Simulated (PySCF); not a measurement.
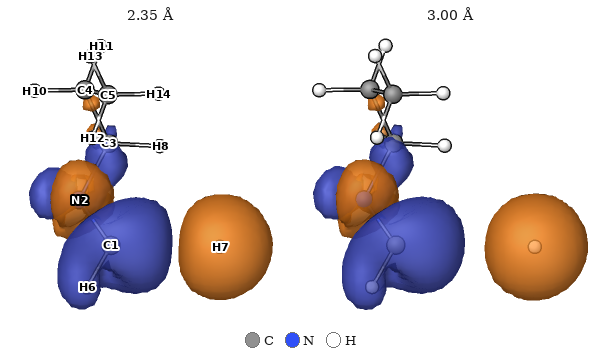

Figure 1: C4H9N, SMILES `C=NCCC`. Rigid stretch of the C1–H7 bond. Broken-symmetry UHF spin density at ±0.03 e/Å³ (orange: α, blue: β).

Method: 6-31G* basis; geometry: GFN2-xTB; program: PySCF. No frequency check shows the geometry to be a minimum.

Geometry (Å), atoms numbered from 1:

```
C1       1.9529    0.5626   -0.0707
N2       1.1342   -0.2192    0.4573
C3       0.1400   -0.8768   -0.3349
C4      -1.2559   -0.5402    0.1982
C5      -1.6257    0.9149   -0.0600
H6       2.6870    1.0456    0.5578
H7       1.9877    0.7951   -1.1430
H8       0.2112   -0.6161   -1.4049
H9       0.3110   -1.9522   -0.2223
H10     -1.2705   -0.7384    1.2706
H11     -1.9822   -1.1971   -0.2843
H12     -0.9110    1.5767    0.4241
H13     -2.6165    1.1308    0.3324
H14     -1.6248    1.1270   -1.1276
```

UHF's ⟨S²⟩ passes 1 along the scan (up to 1.13), so it also polarises electrons outside the stretched bond; its energy lowering isn't due to that bond alone.

**How does the broken-symmetry solution share the spin, and how far is it from a pure singlet?**

At 3.00 Å excess α spin lies mostly on H7 and excess β on C1; the two could be swapped at no cost. ⟨S²⟩ is 1.02 at 2.35 Å and 1.13 at 3.00 Å, against 0 for a pure singlet and 1 for an equal mix of singlet and triplet.

**Where does the UHF solution part from RHF?**

Between 1.44 Å (⟨S²⟩ = 0, the two coincide) and 1.66 Å (⟨S²⟩ = 0.16); at 3.00 Å ⟨S²⟩ is 1.13 and UHF lies 3.4 eV below RHF.

**How much energy does the stretch cost?**

By CASSCF, 4.1 eV from the lowest point of the scan (1.07 Å) to 3.00 Å; RHF gives 7.0 eV from its own lowest point. The fragments aren't relaxed and dynamic correlation is missing, so this isn't a bond dissociation energy.
